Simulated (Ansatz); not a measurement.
# Hf2SnS2: the cost of one run

Method: DFT PBE, scalar-relativistic, plane waves, PAW, in Ansatz 0.2.0.

1 further run of the same task is left out (it didn't finish).

**1. Starting point**

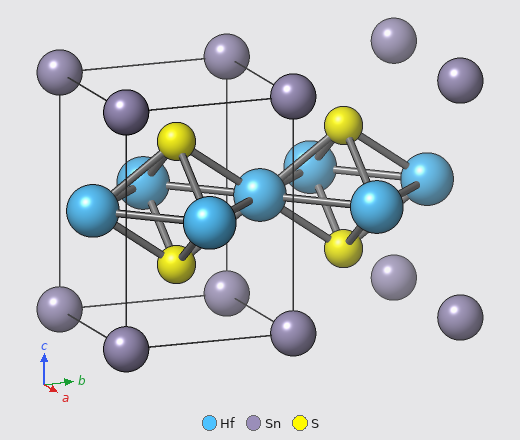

The starting structure, seen slightly off an axis (hafnium blue, tin purple, sulfur yellow). 1×2×1 cells are drawn. Atoms on the faces are drawn again on the opposite ones.

Coordinates:

```
Hf Sn S
1.0
     4.52337    0.00000    0.00000
     0.00000    4.52337    0.00000
     0.00000    0.00000    6.13582
Hf Sn S
2 1 2
Direct
  0.00000 0.50000 0.50000
  0.50000 0.00000 0.50000
  0.00000 0.00000 0.00000
  0.50000 0.50000 0.24000
  0.50000 0.50000 0.76000
```

Recipe of the guess: species swapped into a database cell of CeMg2Si2 (P4/mmm, No. 123), with Sn on the Ce sites, Hf on the Mg sites and S on the Si sites. Its size is a rough estimate.

**2. Probe: one point on a coarse mesh**

Contents of input.yaml:

```yaml
crystal:
  lattice:
    - [4.52337389, 0.0, 0.0]
    - [0.0, 4.52337389, 0.0]
    - [0.0, 0.0, 6.1358235]
  atoms:
    - { symbol: Hf, position: [0.0, 0.5, 0.5] }
    - { symbol: Hf, position: [0.5, 0.0, 0.5] }
    - { symbol: Sn, position: [0.0, 0.0, 0.0] }
    - { symbol: S, position: [0.5, 0.5, 0.23999999] }
    - { symbol: S, position: [0.5, 0.5, 0.76000001] }
basis:
  ecutwfc: 420
kpoints:
  mp_grid: { grid: [4, 4, 4] }
hamiltonian:
  xc: pbe
scf:
  occupations: { method: gaussian, width: 0.1 }
  lower_state_search: "off"
output:
  forces: true
  stress: true
  eigenvalues: true
```

The run is started by

```sh
$ ansatz run input.yaml --threads 1 --pin off --max-ram 2560MiB --backend cpu --events-out ev --progress --plain --runs-dir out
```

Q: Estimate wall time and peak memory on 1 thread of Arm Neoverse V2, shared host.

About 5.9 s, with a peak of 0.42 GiB.
